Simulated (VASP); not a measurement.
Data:

```
MnS
1.0
    5.18133     2.58364     2.58364
    2.58364     5.18133     2.58364
    2.58364     2.58364     5.18133
Mn S
2 2
Cartesian
  0.00000   0.00000   0.00000
  5.17431   5.17431   5.17431
  2.58715   2.58715   2.58715
  7.76146   7.76146   7.76146
```
Starting moments (μB, in the order of the record's atoms Mn Mn S S): 4.2 -4.2 0.0 0.0.

These are revPBE GGA, VASP's PBE PAW potentials (set 64) (plane waves; VASP 6.6.1) values and carry that method's errors. Numerical set-up: 520 eV cut-off, 8×8×8 Γ-centred mesh, tetrahedra with Blöchl corrections, potentials Mn_pv S.

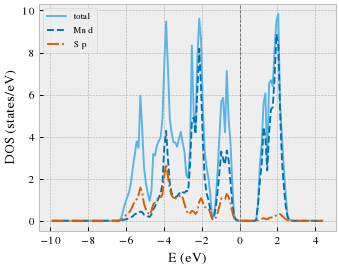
Figure: Total and projected density of states, zero at the valence-band maximum

Within 2 eV below the valence-band maximum the largest weight inside VASP's projection spheres is Mn d, then S p.

The gap is indirect, 0.94 eV, from the valence maximum at T to the conduction minimum at L.

The compound is MnS in the rock salt, AFM-II order structure. It was relaxed first.
